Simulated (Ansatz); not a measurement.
# Calculations on BPH₅OCl

## 1. Relaxation

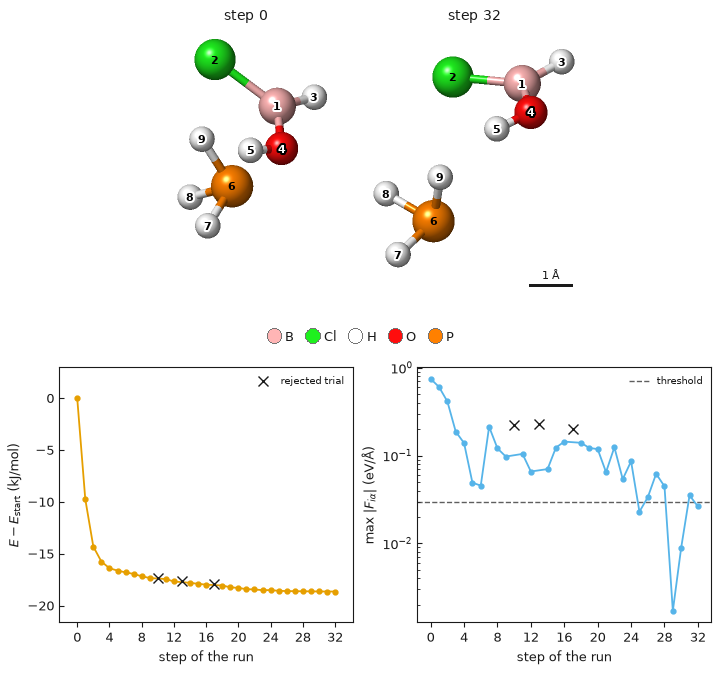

First and last geometry of a relaxation of BPH$_{5}$OCl, with the history of the run. Style: ball-and-stick. Shown from a free direction.

The run prepares an end point of a later path (reaction) calculation, from a guessed geometry.

The calculation used Ansatz, RKS B3LYP/def2-SVP. Settings: no spin polarisation; force threshold 0.03 eV/Å; at most 50 steps.

What do the curves and the structures tell?

It converged. After 29 accepted moves (32 points after the start) the energy has fallen by 18.6 kJ/mol. Largest force component: 0.75 eV/Å at the start, 0.026 eV/Å at the end. The line search rejected the trial steps at points 10, 13, 17 of the run. The forces were under the threshold at step 25, but the run went on from there. The largest move after the best rigid fit is that of H7, 1.52 Å. Largest moves by element: H 1.52 Å, P 1.41 Å, O 1.35 Å, B 0.95 Å, Cl 0.48 Å. Among the contacts that change: B1–Cl2 1.834 → 1.783 Å, P6–H9 1.424 → 1.430 Å, B1–H3 1.194 → 1.199 Å. Cost: 48 s on 2 threads of Intel(R) Xeon(R) Platinum 8488C (Sapphire Rapids), on a shared host, peak memory 0.2 GiB.

```
step  E − E(0), kJ/mol  largest force component, eV/Å      note
   0              0.00                         0.7472          
   1             -9.73                         0.6047          
   2            -14.31                         0.4135          
   3            -15.75                         0.1879          
   4            -16.39                         0.1387          
   5            -16.62                         0.0492          
   6            -16.79                         0.0455          
   7            -16.94                         0.2131          
   8            -17.17                         0.1207          
   9            -17.34                         0.0975          
  10            -17.32                         0.2227  rejected
  11            -17.44                         0.1045          
  12            -17.67                         0.0659          
  13            -17.65                         0.2276  rejected
  15            -17.89                         0.1232          
  16            -17.98                         0.1442          
  17            -17.94                         0.2001  rejected
  18            -18.06                         0.1398          
  19            -18.23                         0.1222          
  20            -18.29                         0.1185          
  22            -18.44                         0.1244          
  23            -18.50                         0.0539          
  24            -18.50                         0.0859          
  25            -18.57                         0.0230          
  26            -18.59                         0.0335          
  27            -18.60                         0.0620          
  29            -18.62                         0.0017          
  30            -18.63                         0.0089          
  31            -18.63                         0.0352          
  32            -18.64                         0.0264
```

Limits of the set-up: the start holds two separate molecules, 2.6 Å apart at their closest, whose relative position is a soft coordinate and is computed without a dispersion correction.

## 2. Relaxation

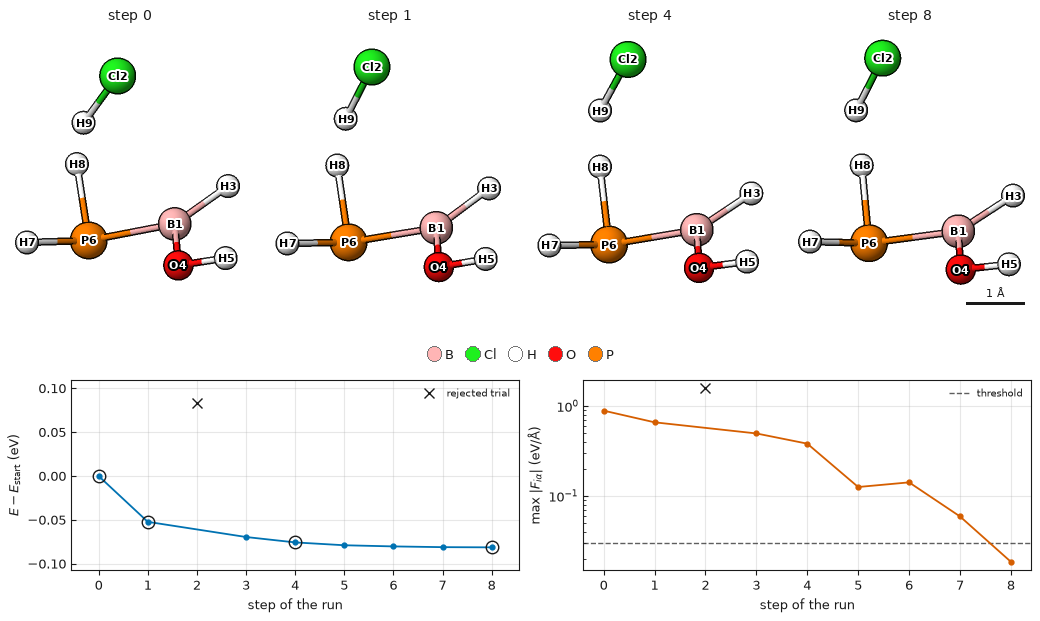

Frames of a relaxation of BPH₅OCl, marked on the history of the run. The picture is a ball-and-stick view, seen from a free direction.

The run prepares an end point of a later path (reaction) calculation, from a guessed geometry.

Computed with Ansatz 0.2.0, RKS B3LYP/def2-SVP. (no spin polarisation; force threshold 0.03 eV/Å; at most 50 steps)

Describe the path.

The atom that moves furthest after the best rigid fit is Cl2 (0.41 Å). Largest moves by element: Cl 0.41 Å, H 0.29 Å, B 0.15 Å, O 0.09 Å, P 0.05 Å. Near-neighbour distances that change, for instance: Cl2–H9 1.333 → 1.294 Å, B1–P6 1.919 → 1.933 Å. Over 7 accepted moves (8 points after the start) the energy falls by 0.081 eV. The largest force component goes from 0.89 to 0.019 eV/Å. The line search rejected the trial step at point 2 of the run. The run took 16 s on 2 threads of Intel(R) Xeon(R) Platinum 8488C (Sapphire Rapids) (shared host), peak memory 0.19 GiB. From step 0 to 1: Cl2 moves most (0.19 Å), energy −0.052 eV. From step 1 to 4: H9 moves most (0.19 Å), energy −0.023 eV. From step 4 to 8: Cl2 moves most (0.10 Å), energy −0.006 eV.

```
step  E − E(0), eV  largest force component, eV/Å      note
   0        0.0000                         0.8892          
   1       -0.0522                         0.6596          
   2        0.0835                         1.5712  rejected
   3       -0.0695                         0.4959          
   4       -0.0756                         0.3818          
   5       -0.0789                         0.1258          
   6       -0.0802                         0.1417          
   7       -0.0810                         0.0592          
   8       -0.0813                         0.0185
```

Limits of the set-up: the start holds two separate molecules, 2.2 Å apart at their closest, whose relative position is a soft coordinate and is computed without a dispersion correction.

## 3. Path

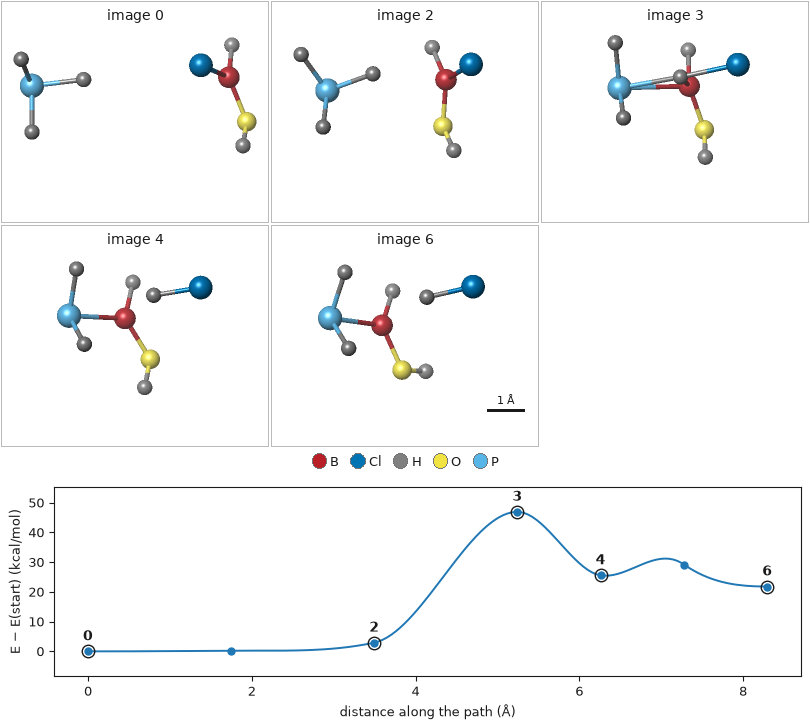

NEB run on BPH$_{5}$OCl, made up at the start of BH2OCl and PH₃. Images are numbered from 0 (start) to 6 (end). A ball-and-stick model, seen at a tilt.

Theory: RKS B3LYP/def2-SVP (Ansatz). Set-up: 5 movable images; climbing image; force threshold 0.05 eV/Å; iteration limit 60; starting path through a guess of the saddle point.

What happens along the path, and what is the barrier?

Answer. The path has more than one stage, and so few images may leave a stage unresolved. Breaking: B–Cl (1.78 → 3.60 Å), H–P (1.43 → 2.93 Å). Forming: B–P (5.48 → 1.93 Å), Cl–H (3.25 → 1.29 Å). The energy climbs by 46.9 kcal/mol to image 3 and then falls by 25.1 kcal/mol, so the end point sits at +21.8 kcal/mol. The profile has 2 maxima (images 3, 5) with a dip at image 4 (+25.6 kcal/mol), so the process runs in steps. The band converged in 32 iterations. The largest component of the band force went from 9.3 to 0.033 eV/Å. The climbing image converged on the top of the path. Its vibrational analysis gives one imaginary mode (817i cm⁻¹), as a transition state must have.

Limits of the set-up: the start holds two separate molecules, 3.3 Å apart at their closest, whose relative position is a soft coordinate and is computed without a dispersion correction.

The run took 3.8 min on 2 threads of Intel(R) Xeon(R) Platinum 8488C (Sapphire Rapids) (shared host), peak memory 0.2 GiB.
